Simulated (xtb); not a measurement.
## Geometry relaxation, with input and output: C₂H₇NOSi (part 3 of 3)

The same run, continued: C₂H₇NOSi, SMILES COC=N[SiH3]; GFN2-xTB, ALPB solvent ethylacetate (xtb 6.7.1). The geometry: force field.

Geometry of the input (Å):
```
C  -1.4387  0.7915  1.4570
O  -0.8948  1.4401  0.2926
C  -0.0495  0.6749  -0.4134
N  0.3480  -0.5176  -0.0656
Si 1.4217  -1.3201  -1.1222
H  -2.1626  1.5833  1.8971
H  -0.6936  0.5751  2.1843
H  -2.0344  -0.0247  1.1499
H  0.3757  1.2674  -1.2169
H  0.8581  -1.3344  -2.4510
H  1.6612  -2.6861  -0.5907
H  2.6859  -0.5045  -1.0872
```

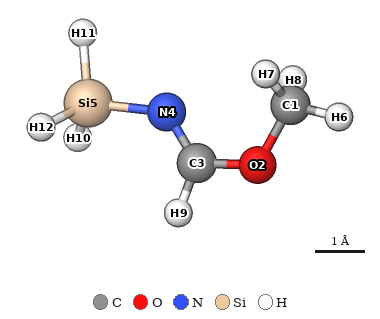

The geometry at step 5 of the log (ball-and-stick view, seen at a tilt; atoms are numbered from 1 in the order of the input).

What the program printed, continued
```
          ...................................................
          :                      SETUP                      :
          :.................................................:
          :  # basis functions                  33          :
          :  # atomic orbitals                  32          :
          :  # shells                           18          :
          :  # electrons                        30          :
          :  max. iterations                   250          :
          :  Hamiltonian                  GFN2-xTB          :
          :  restarted?                      false          :
          :  GBSA solvation                   true          :
          :  PC potential                    false          :
          :  electronic temp.          300.0000000     K    :
          :  accuracy                    1.0000000          :
          :  -> integral cutoff          0.2500000E+02      :
          :  -> integral neglect         0.1000000E-07      :
          :  -> SCF convergence          0.1000000E-05 Eh   :
          :  -> wf. convergence          0.1000000E-03 e    :
          :  Broyden damping             0.4000000          :
          :  net charge                          0          :
          :  unpaired electrons                  0          :
          ...................................................

 iter      E             dE          RMSdq      gap      omega  full diag
   1    -16.7619069 -0.167619E+02  0.805E-05    3.60       0.0  T
   2    -16.7619069 -0.362377E-11  0.525E-05    3.60     549.3  T
   3    -16.7619069  0.532907E-12  0.373E-05    3.60     773.2  T

   *** convergence criteria satisfied after 3 iterations ***

         #    Occupation            Energy/Eh            Energy/eV
      -------------------------------------------------------------
         1        2.0000           -0.7396850             -20.1279
       ...           ...                  ...                  ...
         9        2.0000           -0.4871917             -13.2572
        10        2.0000           -0.4831774             -13.1479
        11        2.0000           -0.4583322             -12.4719
        12        2.0000           -0.4391208             -11.9491
        13        2.0000           -0.4242990             -11.5458
        14        2.0000           -0.4152495             -11.2995
        15        2.0000           -0.3788163             -10.3081 (HOMO)
        16                         -0.2464604              -6.7065 (LUMO)
        17                         -0.1671003              -4.5470
        18                         -0.1584327              -4.3112
        19                         -0.1422530              -3.8709
        20                         -0.0458022              -1.2463
       ...                                ...                  ...
        32                          0.7002004              19.0534
      -------------------------------------------------------------
                  HL-Gap            0.1323559 Eh            3.6016 eV
             Fermi-level           -0.3126383 Eh           -8.5073 eV

 SCC (total)                   0 d,  0 h,  0 min,  0.003 sec
 SCC setup                      ...        0 min,  0.000 sec (  4.546%)
 Dispersion                     ...        0 min,  0.000 sec (  0.666%)
 classical contributions        ...        0 min,  0.000 sec (  0.282%)
 integral evaluation            ...        0 min,  0.001 sec ( 22.097%)
 iterations                     ...        0 min,  0.001 sec ( 23.359%)
 molecular gradient             ...        0 min,  0.001 sec ( 47.304%)
 printout                       ...        0 min,  0.000 sec (  1.554%)

         :::::::::::::::::::::::::::::::::::::::::::::::::::::
         ::                     SUMMARY                     ::
         :::::::::::::::::::::::::::::::::::::::::::::::::::::
         :: total energy             -16.583238549952 Eh    ::
         :: total w/o Gsasa/hb       -16.577517272483 Eh    ::
         :: gradient norm              0.000539952889 Eh/a0 ::
         :: HOMO-LUMO gap              3.601588099124 eV    ::
         ::.................................................::
         :: SCC energy               -16.761902361371 Eh    ::
         :: -> isotropic ES            0.037264637743 Eh    ::
         :: -> anisotropic ES          0.004734622593 Eh    ::
         :: -> anisotropic XC          0.007890172181 Eh    ::
         :: -> dispersion             -0.006734211830 Eh    ::
         :: -> Gsolv                  -0.007345002611 Eh    ::
         ::    -> Gelec               -0.001623725142 Eh    ::
         ::    -> Gsasa               -0.007471877357 Eh    ::
         ::    -> Ghb                 -0.000668196819 Eh    ::
         ::    -> Gshift               0.002418796707 Eh    ::
         :: repulsion energy           0.178663811419 Eh    ::
         :: add. restraining           0.000000000000 Eh    ::
         :: total charge              -0.000000000000 e     ::
         :::::::::::::::::::::::::::::::::::::::::::::::::::::

           -------------------------------------------------
          |                Property Printout                |
           -------------------------------------------------

    * Orbital Energies and Occupations

         #    Occupation            Energy/Eh            Energy/eV
      -------------------------------------------------------------
         1        2.0000           -0.7396850             -20.1279
       ...           ...                  ...                  ...
         3        2.0000           -0.6740189             -18.3410
         4        2.0000           -0.6434154             -17.5082
         5        2.0000           -0.5844057             -15.9025
         6        2.0000           -0.5751055             -15.6494
         7        2.0000           -0.5728491             -15.5880
         8        2.0000           -0.5200346             -14.1509
         9        2.0000           -0.4871917             -13.2572
        10        2.0000           -0.4831774             -13.1479
        11        2.0000           -0.4583322             -12.4719
        12        2.0000           -0.4391208             -11.9491
        13        2.0000           -0.4242990             -11.5458
        14        2.0000           -0.4152495             -11.2995
        15        2.0000           -0.3788163             -10.3081 (HOMO)
        16                         -0.2464604              -6.7065 (LUMO)
        17                         -0.1671003              -4.5470
        18                         -0.1584327              -4.3112
        19                         -0.1422530              -3.8709
        20                         -0.0458022              -1.2463
        21                         -0.0205764              -0.5599
        22                          0.0245610               0.6683
        23                          0.1347776               3.6675
        24                          0.1589843               4.3262
        25                          0.1984753               5.4008
        26                          0.2008362               5.4650
       ...                                ...                  ...
        32                          0.7002004              19.0534
      -------------------------------------------------------------
                  HL-Gap            0.1323559 Eh            3.6016 eV
             Fermi-level           -0.3126383 Eh           -8.5073 eV

     #   Z          covCN         q      C6AA      α(0)
     1   6 C        3.658     0.016    20.591     6.513
     2   8 O        1.705    -0.238    17.952     5.721
     3   6 C        2.783     0.222    23.332     7.912
     4   7 N        1.733    -0.376    30.593     8.184
     5  14 Si       3.632     0.471    98.397    19.028
     6   1 H        0.925     0.084     1.936     2.176
     7   1 H        0.924     0.072     2.063     2.246
     8   1 H        0.924     0.072     2.065     2.247
     9   1 H        0.924     0.016     2.797     2.615
    10   1 H        0.917    -0.115     6.137     3.875
    11   1 H        0.919    -0.108     5.857     3.785
    12   1 H        0.917    -0.115     6.112     3.867

 Mol. C6AA /au·bohr⁶  :       1767.616330
 Mol. C8AA /au·bohr⁸  :      49940.639869
 Mol. α(0) /au        :         68.168496

Wiberg/Mayer (AO) data.
largest (>0.10) Wiberg bond orders for each atom

 ---------------------------------------------------------------------------
     #   Z sym  total        # sym  WBO       # sym  WBO       # sym  WBO
 ---------------------------------------------------------------------------
     1   6 C    3.916 --     6 H    0.980     7 H    0.975     8 H    0.975
                             2 O    0.949
     2   8 O    2.334 --     3 C    1.168     1 C    0.949     4 N    0.150
     3   6 C    3.938 --     4 N    1.796     2 O    1.168     9 H    0.930
     4   7 N    3.172 --     3 C    1.796     5 Si   1.087     2 O    0.150
     5  14 Si   3.815 --     4 N    1.087    11 H    0.892    12 H    0.890
                            10 H    0.890
     6   1 H    0.993 --     1 C    0.980
     7   1 H    0.995 --     1 C    0.975
     8   1 H    0.995 --     1 C    0.975
     9   1 H    1.000 --     3 C    0.930
    10   1 H    0.987 --     5 Si   0.890
    11   1 H    0.988 --     5 Si   0.892
    12   1 H    0.987 --     5 Si   0.890
 ---------------------------------------------------------------------------

Topologies differ in total number of bonds
Writing topology from bond orders to xtbtopo.mol

molecular dipole:
                 x           y           z       tot (Debye)
 q only:       -0.389       0.092       0.468
   full:       -0.342       0.316       0.261       1.357
molecular quadrupole (traceless):
                xx          xy          yy          xz          yz          zz
 q only:        0.548       0.040      -2.654      -3.072       0.546       2.106
  q+dip:        0.528       1.507      -3.142      -2.039      -0.211       2.613
   full:        0.703       1.255      -3.053      -1.897       0.161       2.350

           -------------------------------------------------
          |                Geometry Summary                 |
           -------------------------------------------------

      molecular mass/u    :       89.1686639
   center of mass at/Å    :        0.1410982       0.0075771      -0.1865288
  moments of inertia/u·Å² :        0.3562351E+02   0.2793752E+03   0.3061002E+03
rotational constants/cm⁻¹ :        0.4732165E+00   0.6034048E-01   0.5507227E-01

 * 11 selected distances

     #   Z          #   Z                                           value/Å
     1   6 C        2   8 O                                       1.4251619
     2   8 O        3   6 C                                       1.3237391
     3   6 C        4   7 N                                       1.2541412
     4   7 N        5  14 Si                                      1.7189670 (max)
     1   6 C        6   1 H                                       1.0868503 (min)
     1   6 C        7   1 H                                       1.0913595
     1   6 C        8   1 H                                       1.0914640
     3   6 C        9   1 H                                       1.0976162
     5  14 Si      10   1 H                                       1.4672280
     5  14 Si      11   1 H                                       1.4622139
     5  14 Si      12   1 H                                       1.4667113

 * 5 distinct bonds (by element types)

   Z      Z             #   av. dist./Å        max./Å        min./Å
   1 H    6 C           4     1.0918225     1.0976162     1.0868503
   6 C    7 N           1     1.2541412     1.2541412     1.2541412
   6 C    8 O           2     1.3744505     1.4251619     1.3237391
   1 H   14 Si          3     1.4653844     1.4672280     1.4622139
   7 N   14 Si          1     1.7189670     1.7189670     1.7189670

optimized geometry written to: xtbopt.xyz

           -------------------------------------------------
          | TOTAL ENERGY              -16.583238549952 Eh   |
          | GRADIENT NORM               0.000539952889 Eh/α |
          | HOMO-LUMO GAP               3.601588099124 eV   |
           -------------------------------------------------

------------------------------------------------------------------------
------------------------------------------------------------------------
 total:
 *  cpu-time:     0 d,  0 h,  0 min,  0.048 sec
 * ratio c/w:     1.000 speedup
 SCF:
 *  cpu-time:     0 d,  0 h,  0 min,  0.004 sec
 * ratio c/w:     0.997 speedup
 ANC optimizer:
 *  cpu-time:     0 d,  0 h,  0 min,  0.037 sec
 * ratio c/w:     1.000 speedup
```

File xtbopt.xyz
```
12
 energy: -16.583238549952 gnorm: 0.000539952889 xtb: 6.7.1
C           -1.42720232174354        0.74835413714975        1.46030067047887
O           -0.94486584499491        1.48445675546373        0.33932315334147
C           -0.07502345970474        0.86599359738918       -0.44372372962093
N            0.33109285276527       -0.30371485868398       -0.24442142884199
Si           1.43638263771252       -1.30504461187297       -1.09912610507696
H           -2.11878230678336        1.40762256829259        1.97830226430848
H           -0.59655839633408        0.46714314154606        2.10992851001471
H           -1.93251909117530       -0.15859997944361        1.12357728412896
H            0.21238814728864        1.53571460899379       -1.26447303703405
H            1.01176447846910       -1.52146913853745       -2.48679229436499
H            1.39639720103775       -2.54957547627732       -0.33256688052959
H            2.78392610346264       -0.72598074401985       -1.10642840680394
```

Standard error
```
normal termination of xtb
```

Trajectory as extended XYZ (Å, eV, eV/Å), 10 frames, from step=0 to step=9
```
12
Properties=species:S:1:pos:R:3 step=0 energy=-450.86946
C    -1.4387    0.7915    1.4570
O    -0.8948    1.4401    0.2926
C    -0.0495    0.6749   -0.4134
N     0.3480   -0.5176   -0.0656
Si    1.4217   -1.3201   -1.1222
H    -2.1626    1.5833    1.8971
H    -0.6936    0.5751    2.1843
H    -2.0344   -0.0247    1.1499
H     0.3757    1.2674   -1.2169
H     0.8581   -1.3344   -2.4510
H     1.6612   -2.6861   -0.5907
H     2.6859   -0.5045   -1.0872
12
Properties=species:S:1:pos:R:3 step=1 energy=-451.13797
C    -1.4656    0.8083    1.4634
O    -0.8907    1.4336    0.3098
C    -0.0151    0.7064   -0.3733
N     0.3267   -0.4833   -0.0813
Si    1.4336   -1.3079   -1.1138
H    -2.1541    1.5686    1.8950
H    -0.6954    0.5699    2.1818
H    -2.0338   -0.0568    1.1558
H     0.3378    1.2711   -1.2407
H     0.8977   -1.3565   -2.4716
H     1.6271   -2.6557   -0.5697
H     2.7088   -0.5527   -1.1214
12
Properties=species:S:1:pos:R:3 step=2 energy=-451.19865
C    -1.4729    0.8161    1.4700
O    -0.8979    1.4331    0.3190
C    -0.0459    0.7216   -0.3910
N     0.3155   -0.4459   -0.1160
Si    1.4513   -1.3036   -1.1122
H    -2.1342    1.5511    1.9011
H    -0.6828    0.5423    2.1731
H    -2.0239   -0.0799    1.1705
H     0.3179    1.3207   -1.2296
H     0.9418   -1.3883   -2.4907
H     1.5758   -2.6294   -0.5170
H     2.7322   -0.5928   -1.1433
12
Properties=species:S:1:pos:R:3 step=3 energy=-451.22066
C    -1.4707    0.8076    1.4711
O    -0.9071    1.4436    0.3269
C    -0.0429    0.7526   -0.3920
N     0.3238   -0.4241   -0.1406
Si    1.4564   -1.3067   -1.1204
H    -2.1390    1.5330    1.9136
H    -0.6778    0.5246    2.1697
H    -2.0112   -0.0963    1.1719
H     0.2897    1.3655   -1.2410
H     0.9613   -1.4129   -2.5031
H     1.5399   -2.6154   -0.4720
H     2.7545   -0.6267   -1.1501
12
Properties=species:S:1:pos:R:3 step=4 energy=-451.23715
C    -1.4618    0.7902    1.4700
O    -0.9235    1.4581    0.3336
C    -0.0528    0.7931   -0.4078
N     0.3330   -0.3840   -0.1779
Si    1.4577   -1.3084   -1.1246
H    -2.1412    1.5006    1.9391
H    -0.6636    0.5002    2.1591
H    -1.9934   -0.1163    1.1682
H     0.2612    1.4346   -1.2461
H     0.9873   -1.4559   -2.5110
H     1.4905   -2.5916   -0.4145
H     2.7836   -0.6757   -1.1544
12
Properties=species:S:1:pos:R:3 step=5 energy=-451.24525
C    -1.4528    0.7756    1.4676
O    -0.9331    1.4669    0.3370
C    -0.0582    0.8207   -0.4191
N     0.3385   -0.3533   -0.2022
Si    1.4538   -1.3098   -1.1203
H    -2.1376    1.4723    1.9527
H    -0.6480    0.4867    2.1475
H    -1.9784   -0.1301    1.1584
H     0.2439    1.4782   -1.2494
H     0.9995   -1.4845   -2.5062
H     1.4592   -2.5752   -0.3847
H     2.7902   -0.7026   -1.1474
12
Properties=species:S:1:pos:R:3 step=6 energy=-451.25105
C    -1.4416    0.7600    1.4642
O    -0.9401    1.4744    0.3392
C    -0.0643    0.8457   -0.4317
N     0.3404   -0.3240   -0.2258
Si    1.4471   -1.3081   -1.1116
H    -2.1302    1.4399    1.9650
H    -0.6255    0.4754    2.1309
H    -1.9594   -0.1447    1.1418
H     0.2295    1.5146   -1.2527
H     1.0058   -1.5095   -2.4955
H     1.4253   -2.5591   -0.3573
H     2.7899   -0.7196   -1.1328
12
Properties=species:S:1:pos:R:3 step=7 energy=-451.25255
C    -1.4340    0.7517    1.4620
O    -0.9430    1.4799    0.3402
C    -0.0690    0.8595   -0.4386
N     0.3377   -0.3093   -0.2387
Si    1.4413   -1.3063   -1.1051
H    -2.1246    1.4197    1.9726
H    -0.6095    0.4695    2.1192
H    -1.9454   -0.1535    1.1300
H     0.2203    1.5317   -1.2567
H     1.0088   -1.5206   -2.4898
H     1.4063   -2.5509   -0.3404
H     2.7880   -0.7266   -1.1208
12
Properties=species:S:1:pos:R:3 step=8 energy=-451.25283
C    -1.4301    0.7491    1.4608
O    -0.9438    1.4828    0.3401
C    -0.0720    0.8643   -0.4415
N     0.3343   -0.3050   -0.2429
Si    1.4381   -1.3057   -1.1014
H    -2.1214    1.4116    1.9760
H    -0.6019    0.4675    2.1135
H    -1.9380   -0.1567    1.1249
H     0.2160    1.5360   -1.2601
H     1.0100   -1.5226   -2.4874
H     1.4003   -2.5491   -0.3349
H     2.7855   -0.7273   -1.1132
12
Properties=species:S:1:pos:R:3 step=9 energy=-451.25291
C    -1.4272    0.7483    1.4603
O    -0.9449    1.4845    0.3393
C    -0.0750    0.8660   -0.4437
N     0.3311   -0.3037   -0.2444
Si    1.4364   -1.3050   -1.0991
H    -2.1188    1.4076    1.9783
H    -0.5966    0.4671    2.1099
H    -1.9325   -0.1586    1.1236
H     0.2124    1.5357   -1.2645
H     1.0118   -1.5215   -2.4868
H     1.3964   -2.5496   -0.3326
H     2.7839   -0.7260   -1.1064
```

Summary

| quantity | value |
| --- | --- |
| outcome | converged |
| electrons treated | 30 |
| total energy | −16.583239 hartree |
| dispersion energy | −0.006734 hartree |
| solvation energy | −0.007345 hartree |
| basis functions | 33 |
| HOMO | −10.31 eV |
| LUMO | −6.71 eV |
| dipole moment | 1.36 D |
| hardware | 1 thread of Intel Xeon (Granite Rapids), 64 GiB of memory available, shared host |
| peak memory | 0.076 GiB |
